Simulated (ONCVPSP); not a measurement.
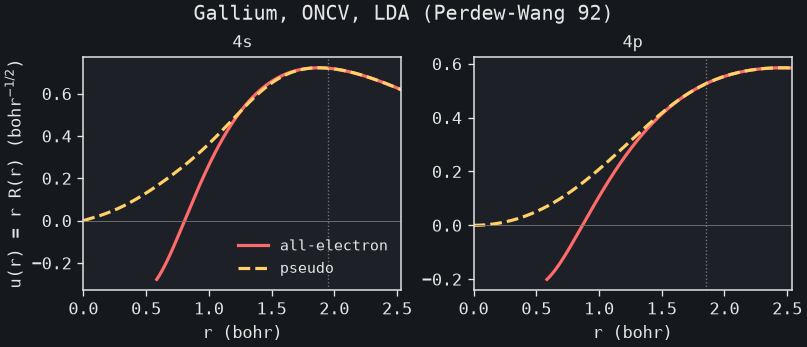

Figure 1. Pseudo-waves (dashed) against the all-electron radial functions (solid). Dotted lines mark the matching radii. The innermost oscillations of some all-electron curves aren't drawn. Pseudo-waves: 4s has no node; 4p has no node.

# Pseudopotential generation, with input and output: Ga

Gallium (Ga, Z = 31), core [Ar] 3d10, reference valence 4s2 4p0.75 (an ion of charge +0.25), valence charge 3. Computed at this level: ONCV potential, LDA (Perdew-Wang 92), scalar-relativistic, made with ONCVPSP 4.0.1.

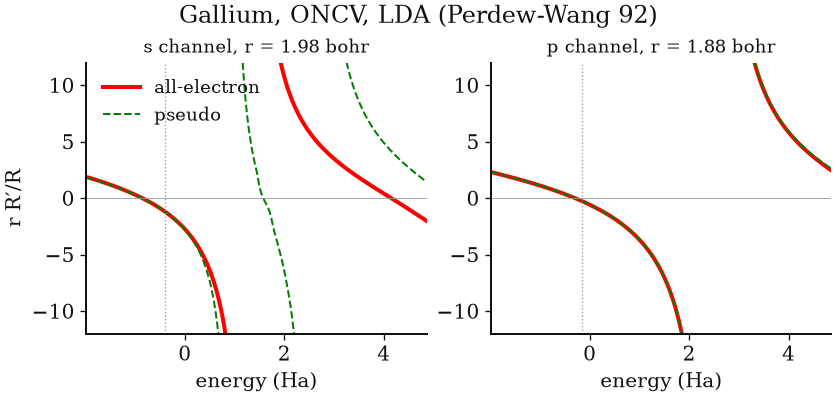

Figure 2. Logarithmic derivatives r R′/R at the test radius against energy, all-electron atom (solid) and pseudo-atom (dashed). Here R(r) is the radial function. The dotted line marks the reference energy of the channel. Not drawn: d: not judged; f: not judged.

- Zeros of the logarithmic derivative: s: all-electron -0.9 and 4.1 Ha, pseudo -0.9 and 1.6 Ha; p: all-electron -0.3 Ha, pseudo -0.3 Ha.
- Poles, where the radial function vanishes at the test radius: s: all-electron at 1.3 Ha, pseudo at 1.0 and 2.6 Ha; p: all-electron at 2.5 Ha, pseudo at 2.5 Ha. The potential isn't sound: its ghost test gives GHOST(-) flagged for p at -88.4 eV; GHOST(+) flagged for s at 46.3 eV (flags above 300 eV left out).

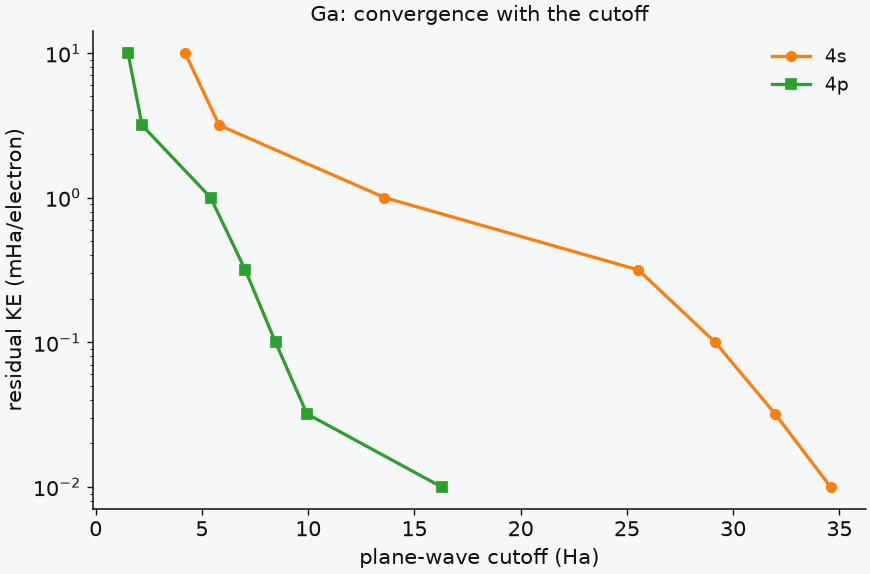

Figure 3. Residual kinetic energy of the pseudo-waves (the first of each channel, and further valence shells) beyond the plane-wave cutoff, as the generator prints it.

- Cutoffs for 1 mHa per electron: 4s: 14 Ha; 4p: 5.4 Ha.
- Cutoffs for the occupied states: 14 Ha for 1 mHa and 29 Ha for 0.1 mHa per electron. The first is set by 4s.
- Hardest wave at 1 mHa per electron: 4s, with rc = 1.95 bohr and qcut = 3.2 1/bohr. The optimisation minimises, but can't always remove, the kinetic energy above qcut²/2 = 5.1 Ha, and a larger rc would as a rule soften the wave at some cost in transferability.

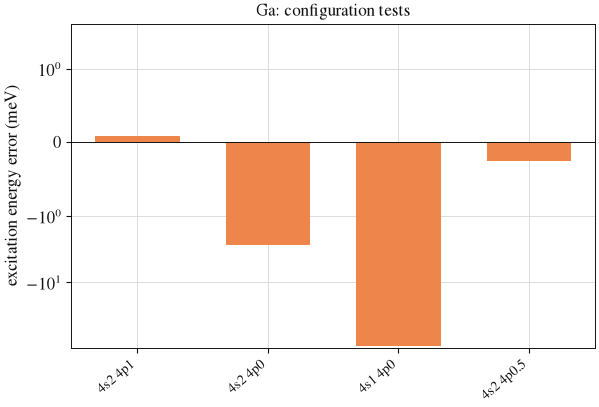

Figure 4. Errors, all-electron minus pseudo, of the energies of valence configurations relative to the unpolarised reference 4s2 4p0.75.

- Worst configuration: 4s1 4p0 (charge +2): the error is -93 meV on an all-electron energy of +26.51 eV relative to the reference, or 0.35 %.
- Configurations within 10 meV and within 50 meV: 3 and 3 of 4.
- Errors in meV: 4s2 4p1: +0.1; 4s2 4p0: -2.7; 4s1 4p0: -93; 4s2 4p0.5: -0.3.

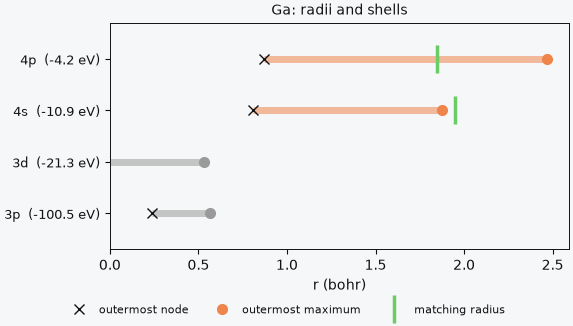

Figure 5. Outer shells of the all-electron reference atom: each bar runs from the outermost node (or the nucleus) to the outermost maximum of u(r); the tick is the radius chosen for the pseudo-wave. Shells without a tick have no pseudo-wave of their own. Levels, nodes and maxima are from ld1.x, scalar-relativistic.

- Radii against the shells: 4s: 1.95 bohr, outside the maximum; 4p: 1.85 bohr, between node and maximum.

These pictures come from the run below.

## Input
```
# ATOM AND REFERENCE CONFIGURATION
# atsym  z   nc   nv     iexc    psfile
  Ga 31.00    6    2  -001012      upf
#
#   n    l    f
    1    0    2.00
    2    0    2.00
    2    1    6.00
    3    0    2.00
    3    1    6.00
    3    2   10.00
    4    0    2.00
    4    1    0.75
#
# PSEUDOPOTENTIAL AND OPTIMIZATION
# lmax
    1
#
#   l,   rc,      ep,       ncon, nbas, qcut
    0    1.95    0.00    4    7    3.20
    1    1.85    0.00    4    7    4.20
#
# LOCAL POTENTIAL
# lloc, lpopt,  rc(5),   dvloc0
    4    5    1.50    2.00
#
# VANDERBILT-KLEINMAN-BYLANDER PROJECTORs
# l, nproj, debl
    0    1    1.90
    1    3    0.60
#
# MODEL CORE CHARGE
# icmod, fcfact, rcfact
    2    0.25    0.85
#
# LOG DERIVATIVE ANALYSIS
# epsh1, epsh2, depsh
   -2.00    5.00    0.02
#
# OUTPUT GRID
# rlmax, drl
    6.00    0.01
#
# TEST CONFIGURATIONS
# ncnf
    4
# nvcnf
#   n    l    f
    2
    4    0    2.00
    4    1    1.00
#
    2
    4    0    2.00
    4    1    0.00
#
    2
    4    0    1.00
    4    1    0.00
#
    2
    4    0    2.00
    4    1    0.50
#
```

Run as:
```bash
oncvpsp.x < Ga.dat > Ga.out
```

## Output (extracts)
```
ONCVPSP  (Optimized Norm-Conservinng Vanderbilt PSeudopotential)
scalar-relativistic version 4.0.1

#   n    l    f        energy (Ha)
    1    0    2.00    -3.7530395E+02
    2    0    2.00    -4.6374349E+01
    2    1    6.00    -4.0426471E+01
    3    0    2.00    -5.4862751E+00
    3    1    6.00    -3.6938148E+00
    3    2   10.00    -7.8125507E-01
    4    0    2.00    -3.9946164E-01
    4    1    0.75    -1.5493860E-01

Reference configufation results
  iterations    28
  all-electron total energy (Ha)   -1.94109013D+03

Begin loop to  construct optimized pseudo wave functions
and semi-local pseudopoentials for all angular momenta

Calculating optimized projector #   1

 for l=   0

    Fraction of norm inside rc  0.394711
    Optimizing pswf for qcut=   3.21 a_B^-1,  ecut=   5.15 Ha
    Residual kinetic energy error=  4.64D-03 Ha

    Energy error per electron        Cutoff
         Ha          eV             Ha
         0.01000     0.27211        4.20
         0.00100     0.02721       13.59
         0.00010     0.00272       29.15
         0.00001     0.00027       34.58

   Wellstate for l =  1  n =  5
     eigenvalue =   0.4451
     asymptotic potential =   0.9451
     half-point radius =  5.4466

   Wellstate for l =  1  n =  6
     eigenvalue =   1.0451
     asymptotic potential =   1.5451
     half-point radius =  5.8407

Calculating optimized projector #   1

 for l=   1

    Fraction of norm inside rc  0.140717
    Optimizing pswf for qcut=   4.20 a_B^-1,  ecut=   8.82 Ha
    Residual kinetic energy error=  6.88D-05 Ha

    Energy error per electron        Cutoff
         Ha          eV             Ha
         0.01000     0.27211        1.52
         0.00100     0.02721        5.41
         0.00010     0.00272        8.46
         0.00001     0.00027       16.28

Calculating optimized projector #   2

 for l=   1

    Fraction of norm inside rc  0.141736
    Optimizing pswf for qcut=   4.20 a_B^-1,  ecut=   8.82 Ha
    Residual kinetic energy error=  8.94D-04 Ha

    Energy error per electron        Cutoff
         Ha          eV             Ha
         0.01000     0.27211        2.02
         0.00100     0.02721        7.82
         0.00010     0.00272       49.71
         0.00001     0.00027       59.69

Calculating optimized projector #   3

 for l=   1

    Fraction of norm inside rc  0.108800
    Optimizing pswf for qcut=   4.20 a_B^-1,  ecut=   8.82 Ha
    Residual kinetic energy error=  1.29D-03 Ha

    Energy error per electron        Cutoff
         Ha          eV             Ha
         0.01000     0.27211        2.81
         0.00100     0.02721       13.50
         0.00010     0.00272       51.24
         0.00001     0.00027       79.10

Construct Vanderbilt / Kleinmman-Bylander projectors

B matrix Hermiticity error, ll=   1
   1   2    1.6985E-05
   1   3   -3.3574E-05
   2   3    1.8829E-05

  Orthonormal projector coefficients -4.0270E+01  4.2704E+00  8.6867E-01

Model core correction analysis
  based on d2Exc/dn_idn_j

d2excae - all-electron derivatives

   -3.084616D-02   -2.521783D-02
   -2.521123D-02   -3.021948D-02

d2excps - pseudofunction derivatives with no core correction

   -4.706656D-02   -3.279323D-02
   -3.279386D-02   -3.425959D-02

rms 2nd derivative error    9.928578E-03

amplitude prefactor, scale prefactor
    4.0199    1.3536

d2excps - pseudofunction derivatives with core correction

   -3.511176D-02   -2.719174D-02
   -2.718532D-02   -3.131814D-02

rms 2nd derivative error    2.607477E-03

Pseudoatom total energy   -2.150057

Diagnostic tests using Vanderbilt-Kleinman-Bylander pseudopotentials
  1 or more projectors used as specified by nproj input data

   l    rcore       rmatch      e in        delta e   norm test  slope test

   0   1.9581979   2.0176530  -0.3994616  -0.0000016   0.9999997   1.0000178

   1   1.8555589   1.9118977  -0.1549386   0.0000012   1.0000183   1.0000133
   1   1.8555589   1.9118977   0.4450614   0.0000055   1.0001065   1.0001065
   1   1.8555589   1.9118977   1.0450614   0.0000068   1.0001377   1.0001377

 Testing for bound ghosts
   n   l    E NL Schr. Eq   E Basis Diag.   E Cutoff

   1   0       -0.399463       -0.395855     32.63

       1                       -3.247938     87.14  WARNING - GHOST(-)
   2   1       -0.154937       -0.123502     87.14

 Testing for highly-localized positive-energy ghosts
       l    <radius>/rc     E Basis Diag.   E Cutoff

       0        0.988265        1.702252     32.63  WARNING - GHOST(+)

       1        0.331379       16.183752     87.14  WARNING - GHOST(+)

       1        0.561985       33.513458     87.14  WARNING - GHOST(+)

Test configuration 0

   n   l     f        eae           eps        diff
   1   0  2.0000 -375.30394617
   2   0  2.0000  -46.37434885
   2   1  6.0000  -40.42647112
   3   0  2.0000   -5.48627511
   3   1  6.0000   -3.69381476
   3   2 10.0000   -0.78125507
   4   0  2.0000   -0.39946164   -0.39946324   -1.60D-06
   4   1  0.7500   -0.15493860   -0.15493744    1.15D-06

    Total energies and differences
      AE_ref= -1.94109013D+03  AE_tst= -1.94109013D+03  dif=  0.00D+00
      PS_ref= -2.15005676D+00  PS_tst= -2.15005676D+00  dif=  8.88D-16
      PSP excitation error= -8.88D-16

Test configuration 1

   n   l     f        eae           eps        diff
   1   0  2.0000 -375.23552841
   2   0  2.0000  -46.30634082
   2   1  6.0000  -40.35840439
   3   0  2.0000   -5.41814329
   3   1  6.0000   -3.62566127
   3   2 10.0000   -0.71319787
   4   0  2.0000   -0.33700069   -0.33689910    1.02D-04
   4   1  1.0000   -0.10043957   -0.10043915    4.21D-07

    Total energies and differences
      AE_ref= -1.94109013D+03  AE_tst= -1.94112195D+03  dif= -3.18D-02
      PS_ref= -2.15005676D+00  PS_tst= -2.18187861D+00  dif= -3.18D-02
      PSP excitation error=  3.08D-06

Test configuration 2

   n   l     f        eae           eps        diff
   1   0  2.0000 -375.54539847
   2   0  2.0000  -46.61323029
   2   1  6.0000  -40.66569455
   3   0  2.0000   -5.72570955
   3   1  6.0000   -3.93332765
   3   2 10.0000   -1.02004809
   4   0  2.0000   -0.61200832   -0.61288244   -8.74D-04

    Total energies and differences
      AE_ref= -1.94109013D+03  AE_tst= -1.94090577D+03  dif=  1.84D-01
      PS_ref= -2.15005676D+00  PS_tst= -1.96559438D+00  dif=  1.84D-01
      PSP excitation error= -1.01D-04

Test configuration 3

   n   l     f        eae           eps        diff
   1   0  2.0000 -375.99646883
   2   0  2.0000  -47.05440791
   2   1  6.0000  -41.10772807
   3   0  2.0000   -6.17060971
   3   1  6.0000   -4.37812580
   3   2 10.0000   -1.46049178
   4   0  1.0000   -0.97284790   -0.97903485   -6.19D-03

    Total energies and differences
      AE_ref= -1.94109013D+03  AE_tst= -1.94011573D+03  dif=  9.74D-01
      PS_ref= -2.15005676D+00  PS_tst= -1.17226405D+00  dif=  9.78D-01
      PSP excitation error= -3.40D-03

Test configuration 4

   n   l     f        eae           eps        diff
   1   0  2.0000 -375.37889071
   2   0  2.0000  -46.44867219
   2   1  6.0000  -40.50087951
   3   0  2.0000   -5.56075579
   3   1  6.0000   -3.76832011
   3   2 10.0000   -0.85559787
   4   0  2.0000   -0.46661556   -0.46680142   -1.86D-04
   4   1  0.5000   -0.21378435   -0.21382217   -3.78D-05

    Total energies and differences
      AE_ref= -1.94109013D+03  AE_tst= -1.94104413D+03  dif=  4.60D-02
      PS_ref= -2.15005676D+00  PS_tst= -2.10404512D+00  dif=  4.60D-02
      PSP excitation error= -9.35D-06
```

## Summary

- outcome: generated, with a ghost state
- cutoffs needed: 14 Ha and 29 Ha (the cutoffs at which the residual kinetic energy of the hardest occupied pseudo-wave falls to 1 and 0.1 mHa per electron)
- ghost test: GHOST(-) flagged for p at -88.4 eV; GHOST(+) flagged for s at 46.3 eV (flags above 300 eV left out)
- largest excitation error: -93 meV (all-electron minus pseudo) for 4s1 4p0, out of 4 test configurations
- rms error of d²Exc/dni dnj: 9.93 mHa without and 2.61 mHa with the model core
- range over which the phases arctan(r R′/R) at the test radius agree within 0.05 rad (a looser test near the poles than one of phase shifts): s: up to about 0.9 Ha; p: over the whole range computed; d: not judged, local potential alone; f: not judged, local potential alone
- hardware: 1 CPU thread, shared host
- wall time: 2.1 s

## Notes

The potential has a bound ghost state, so it can't be used as it stands.
